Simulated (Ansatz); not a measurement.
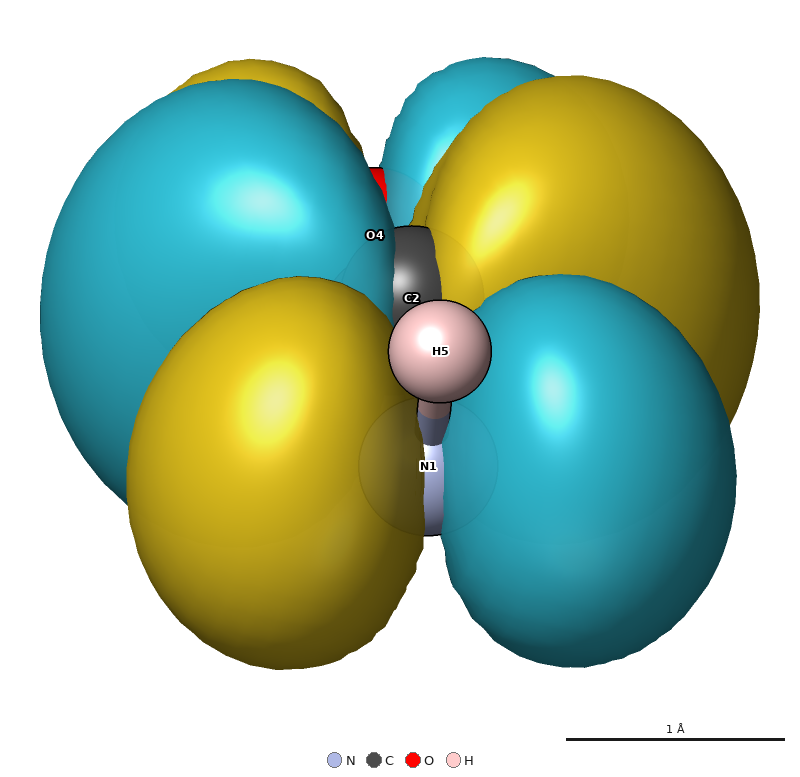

C2HNO. One frontier orbital at ±0.1 Å⁻³ᐟ² (yellow and cyan are the two phases), seen at an oblique angle.

Geometry: PBE0-D4/def2-TZVP.

All numbers below come from Ansatz, RKS PBE0-D4/def2-TZVPP.

```xyz
5

N     0.0945    1.2139    0.4646
C    -0.0381    0.1575   -0.1912
C     0.0521   -1.1769    0.0523
O     0.0096   -2.2990   -0.2360
H    -0.0681    2.0309   -0.1311
```

### Which orbital is it: HOMO or LUMO?

The LUMO, at −3.22 eV. By Hirshfeld shares it lies mainly on C3 (about 30 %), N1 (about 25 %), C2 (about 20 %) and O4 (about 20 %); it changes sign across the molecular plane (π type); π-bonding across C2–C3; π-antibonding (a node) across N1–C2 and C3–O4.
